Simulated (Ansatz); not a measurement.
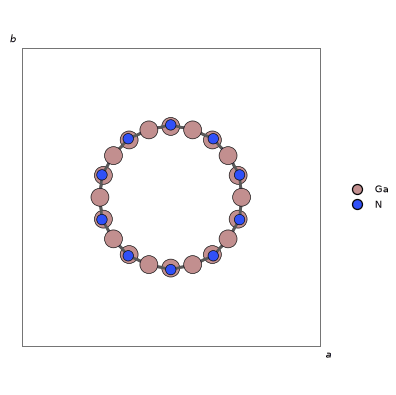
*1 relaxed period of a body that repeats along c, seen along c; the cell edge a is 21.5 Å long*

Level of theory: PBE (plane waves to 420 eV, PAW; Ansatz, a first-principles code). Mesh 1×1×6. No spin polarisation. It repeats along c; a and b span vacuum. A model structure. It keeps the symmetry and period of its start, so it need not be a minimum against all distortions.

Q: What is drawn, and how wide is it?

A: Several could match; the one computed here: (10,0) GaN nanotube. A hypothetical model, rolled from the flat sheet.
It measures about 10 Å across, from nucleus to nucleus.
